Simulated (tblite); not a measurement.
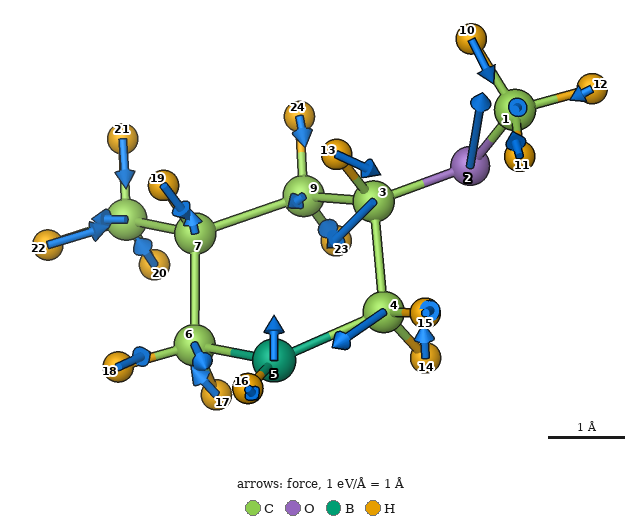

Starting geometry of C₇H₁₅BO with the computed forces as blue arrows. A ball-and-stick model, seen at a tilt.

Theory: GFN2-xTB geometry optimisation, gas phase in tblite 0.8.0. 

**What follows when this structure is relaxed?**

It isn't relaxed: the largest force vector, on the O atom, is 1.56 eV/Å. The final displacements have little in common with the starting forces (cosine between the two patterns 0.17). An H atom moves most after the best rigid fit: 0.83 Å. By element the largest moves are H 0.83 Å, C 0.29 Å, O 0.24 Å, B 0.10 Å. Near-neighbour distances that change, for instance: C–H 1.117 → 1.088 Å, C–O 1.429 → 1.401 Å, B–C 1.599 → 1.572 Å, C–C 1.547 → 1.535 Å. Bond angles that change, for instance: B–C–C 109.7° → 115.2°, O–C–H 113.8° → 108.6°, C–O–C 109.9° → 114.9°. Groups turn about B–C by about 35°, B–C by about 35°, C–O by about 25°. After 109 geometry steps the energy has fallen by 0.342 eV. Cost: 0.68 s on 1 thread of Arm Neoverse V2, on a shared host.
